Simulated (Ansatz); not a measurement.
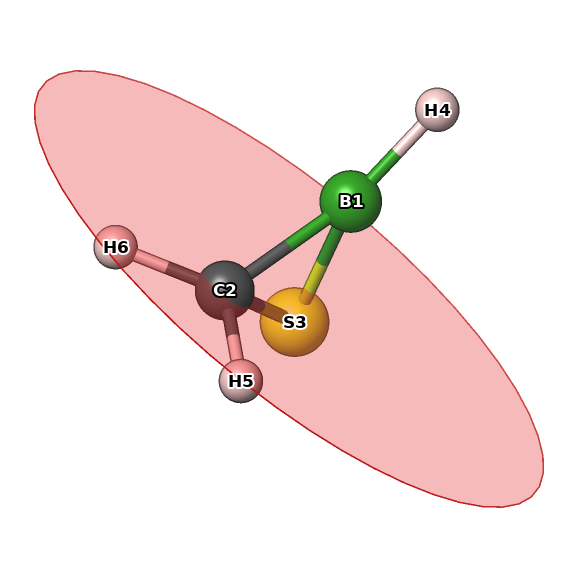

A disc through the centre of mass is drawn in. Atoms fade into the background with distance from the viewer. Computed geometry: PBE-D4/def2-SVP optimisation. No frequency run is at hand to confirm it as a minimum.

Is the plane of the disc a mirror plane of the structure?

No. The point group is Cs, with 1 mirror plane, and this plane isn't one of its mirror planes.
